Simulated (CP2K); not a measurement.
Band structure of Li3YSb2 (P-3m1, 6 atoms in the cell).

```yaml
crystal:
  lattice:
    - [4.53148, 0.00000, 0.00000]
    - [-2.26574, 3.92438, 0.00000]
    - [0.00000, 0.00000, 7.18739]
  atoms:
    - { symbol: Li, position: [0.33333, 0.66667, 0.65101] }
    - { symbol: Li, position: [0.66667, 0.33333, 0.34899] }
    - { symbol: Li, position: [0.00000, 0.00000, 0.50000] }
    - { symbol: Y, position: [0.00000, 0.00000, 0.00000] }
    - { symbol: Sb, position: [0.33333, 0.66667, 0.24925] }
    - { symbol: Sb, position: [0.66667, 0.33333, 0.75075] }
```

Computed with PBEsol, GPW, DZVP-MOLOPT-SR-GTH basis, GTH-PBE potentials (GTH_POTENTIALS) run with CP2K.

Settings: CUTOFF = 500 Ry; REL_CUTOFF = 40 Ry; SMEAR/METHOD = FERMI_DIRAC; ELECTRONIC_TEMPERATURE = 1578.21 K; KPOINTS/SCHEME = MONKHORST-PACK 6 6 3; GAMMA_CENTERED = T; XC_FUNCTIONAL = PBE:PBESOL; Li/BASIS_SET = DZVP-MOLOPT-SR-GTH-q3; Li/POTENTIAL = GTH-PBE-q3; Y/BASIS_SET = DZVP-MOLOPT-SR-GTH-q11; Y/POTENTIAL = GTH-PBE-q11; Sb/BASIS_SET = DZVP-MOLOPT-SR-GTH-q5; Sb/POTENTIAL = GTH-PBE-q5; METHOD = GPW.

The starting cell comes from a database of computed structures (which also holds hypothetical and non-ambient phases and stackings), without a prior relaxation at this level. Spin-orbit coupling is off. Values carry the incompleteness of an atom-centred basis. The potentials were made for another functional than the one used.

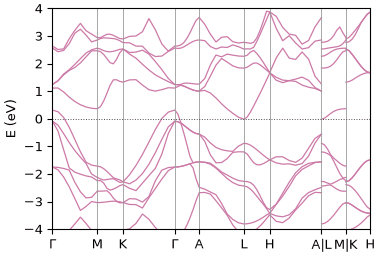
Figure: Bands along the path, energies from the Fermi level.

Levels in eV from the Fermi level, bands 12 to 17:
```
point     12     13     14     15     16    17
-----  -----  -----  -----  -----  -----  ----
Γ      -1.75  -0.09  -0.09   0.31   1.11  1.24
M      -2.63  -2.24  -2.13  -1.72   0.36  2.47
K      -3.04  -2.39  -2.28  -2.28   1.33  2.53
A      -1.56  -1.56  -0.55  -0.55   1.00  1.00
L      -2.44  -2.27  -1.20  -0.89  -0.02  1.84
H      -3.43  -3.29  -1.49  -1.49   1.67  1.67
```

Bands cross the Fermi level along this path, so the cell is metallic at this level.

Higher empty bands are left out: an atom-centred basis made for the valence describes them poorly.
